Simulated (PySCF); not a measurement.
**CH5NSi (SMILES C[Si]N) at PBE0/cc-pV(T+d)Z**

What is the vertical ionisation energy of CH5NSi at PBE0/cc-pV(T+d)Z? The job is set up through a Python script.

Program for the calculation: PySCF 2.14.0.

## 1. Starting point

CH5NSi has 8 atoms, charge 0, and is taken as a singlet. SMILES: `C[Si]N`. The coordinates come from a PBE0-D4/def2-TZVP relaxation. This is one conformer, not always the lowest.

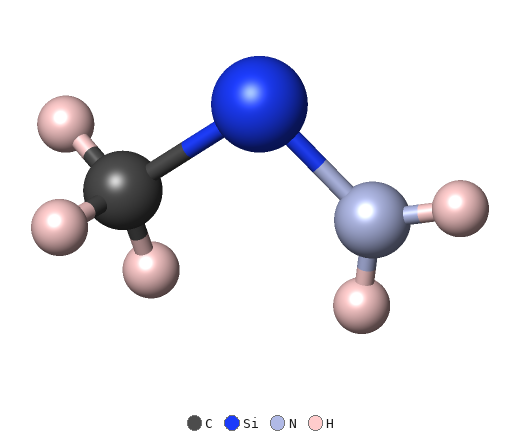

Viewed from a chosen angle; carbon dark grey, silicon blue, nitrogen light blue, hydrogen pink.

## 2. The energy at PBE0/cc-pV(T+d)Z

job.py

```python
from pyscf import gto, dft

mol = gto.M(
    atom='''
C     -1.247219     1.558457    -1.043318
Si     1.821318     1.235503     0.808236
N      1.761603    -1.954733     1.305234
H     -1.939615    -0.192374    -1.897852
H     -1.062971     2.992192    -2.521084
H     -2.704954     2.258223     0.256814
H      3.120316    -2.838180     2.305655
H      0.425566    -3.166614     0.680868
''',
    charge=0,
    unit='bohr',
    basis='cc-pv(t+d)z',
    max_memory=1860,
    verbose=3,
)

mf = dft.RKS(mol)
mf.xc = 'pbe0'
mf.grids.level = 4
mf.conv_tol = 1e-10
mf.kernel()
if not mf.converged:
    mf = mf.newton().run(mf.mo_coeff, mf.mo_occ)

e_final = mf.e_tot
print('E(%s) = %.9f' % ('PBE0', e_final))
```

On the command line:

```
$ OMP_NUM_THREADS=1 python job.py
```

The program printed:

```text
converged SCF energy = -385.169644572125
E(PBE0) = -385.169644572
```

Run time: 44 s. Hardware: 1 thread of Arm Neoverse V1, shared host; peak memory 1.4 GiB.

## 3. The doublet cation

calc.py

```python
from pyscf import gto, dft

mol = gto.M(
    atom='''
C       -0.660000       0.824700      -0.552100
Si       0.963800       0.653800       0.427700
N        0.932200      -1.034400       0.690700
H       -1.026400      -0.101800      -1.004300
H       -0.562500       1.583400      -1.334100
H       -1.431400       1.195000       0.135900
H        1.651200      -1.501900       1.220100
H        0.225200      -1.675700       0.360300
''',
    charge=1,
    basis='cc-pv(t+d)z',
    spin=1,
    verbose=4,
    max_memory=1860,
)

mf = dft.UKS(mol)
mf.xc = 'pbe0'
mf.conv_tol = 1e-10
mf.grids.level = 4
mf.kernel()
if not mf.converged:
    mf = mf.newton().run(mf.mo_coeff, mf.mo_occ)

etot = mf.e_tot
print('E(%s) = %.9f' % ('PBE0', etot))
```

On the command line:

```
$ OMP_NUM_THREADS=1 python calc.py
```

The program printed:

```text
PySCF version 2.14.0

[... 56 lines left out ...]
WARN: HOMO -0.237557765501846 >= LUMO -0.237557765501844
[... 54 lines left out ...]
converged SCF energy = -384.869354599761  <S^2> = 0.75748357  2S+1 = 2.0074696
E(PBE0) = -384.869354600
```

It took 80 s on 1 thread of Arm Neoverse V1, shared host; peak memory 1.4 GiB.

## 4. Outcome

At PBE0/cc-pV(T+d)Z:

| quantity | value |
| --- | --- |
| singlet CH5NSi: total energy | -385.16964 Eh |
| singlet CH5NSi: dipole moment | 2.06 D |
| singlet CH5NSi: HOMO energy | -6.01 eV |
| singlet CH5NSi: LUMO energy | -1.02 eV |
| singlet CH5NSi: HOMO–LUMO gap | 4.99 eV |
| doublet cation: total energy | -384.86935 Eh |
| doublet cation: HOMO energy (highest over α and β) | -14.12 eV |
| doublet cation: LUMO energy (lowest over α and β) | -10.23 eV |
| doublet cation: ⟨S²⟩ | 0.757 |
| vertical ionisation energy (to the doublet cation) | 8.171 eV |

**Reading.** The vertical ionisation energy comes to 8.17 eV (188 kcal/mol). −ε(HOMO) before ionisation, 6.01 eV, is 2.16 eV below this ionisation energy. Mulliken charges (singlet CH5NSi) run from -0.40 on C1 to +0.16 on Si2.
